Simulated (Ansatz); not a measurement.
## MoS2 (space group R3m), frozen-phonon scan

Relaxed MoS2 (space group R3m):

```
MoS2
1.0
    3.12630     1.80497    11.98194
    0.00000     1.80497    11.98194
    0.00000    -1.80497     5.99097
Mo S
2 4
Direct
  0.00000   0.99976   0.99976
  0.50000   0.99976   0.99976
  0.00000   0.41948   0.41948
  0.50000   0.41948   0.41948
  0.00000   0.24678   0.24678
  0.50000   0.24678   0.24678
```

A phonon eigenvector at F = (0.5, 0.5, 0.0) is frozen into this cell: atom i moves by Q times the vector below, so Q is the largest atomic displacement, in Å. The cell is held. (q is in reciprocal vectors of the primitive cell; the cell shown is doubled to hold the pattern.)

| atom | x | y | z |
|---|---|---|---|
| Mo1 | 0.700 | 0.000 | 0.000 |
| Mo2 | -0.700 | 0.000 | 0.000 |
| S3 | 0.992 | 0.000 | 0.000 |
| S4 | -0.992 | 0.000 | 0.000 |
| S5 | 1.000 | 0.000 | 0.000 |
| S6 | -1.000 | 0.000 | 0.000 |

The numbers are results of LDA (plane waves to 420 eV, PAW, scalar-relativistic; Ansatz, a quantum-chemistry and plane-wave program), not measurements. k mesh 12×12×12 (Γ-centred), Fermi-Dirac smearing 0.05 eV. The energy includes the smearing's −TS. MoS2 is run without spin polarisation. MoS2 was relaxed with its symmetry unable to fall. This is one of several known forms of MoS2; the measured ambient cells at hand have space group No. 194. The zero of ΔE is the undisplaced structure.

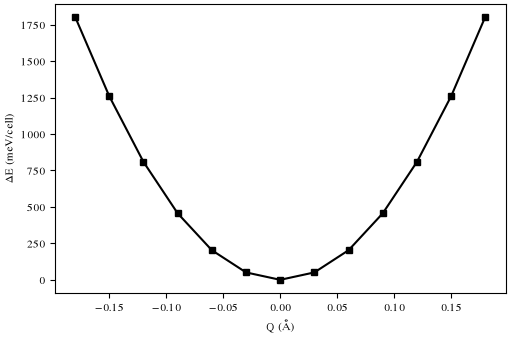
ΔE (meV/cell) against Q (Å); markers are the computed points, lines only join them.

The energy at Q = 0.180 Å is 1805 meV/cell. Symmetry of the curve: even: the same for both signs. Space group of the distorted cell: Pc (No. 7), lowered from R3m. Harmonic wavenumber from the curvature (finite differences): 373 cm⁻¹. Wavenumber by perturbation theory (DFPT, on another k mesh): 373 cm⁻¹.

E″ = 113.04 eV/Å², M = Σ mᵢ|uᵢ|² = 221.3 u, ν̃ = 521.5·√(|E″|/M).

(For displaced atoms, the force is minus the slope of the energy, and its curvature is a force constant, which sets phonon frequencies.)
